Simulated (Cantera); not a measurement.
Charge: 1 mol SiO2, 1 mol CO, held at 0.00110 bar.

Equilibrium computed with Cantera from the NASA thermochemical tables; the gas is ideal and each condensed phase is pure. Candidate condensed phases: C, Si, SiC, SiO2; 20 gas species. The tables hold silica as quartz up to 1696 K and as liquid above; real silica turns to tridymite and cristobalite and melts near 1996 K. Kinetics and transport are ignored.

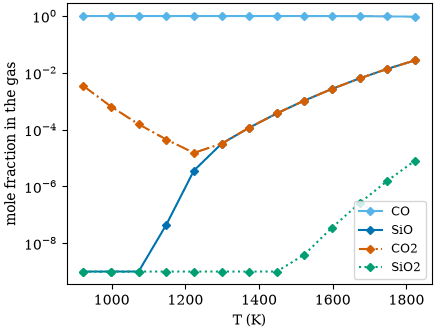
Figure. Equilibrium gas composition (values under 1e-9 drawn at 1e-9)

From 923 K to 1073 K the condensed part is C(graphite) + SiO2(β-quartz). From 1148 K to 1673 K the condensed part is SiO2(β-quartz). From 1748 K to 1823 K the condensed part is SiO2(condensed).
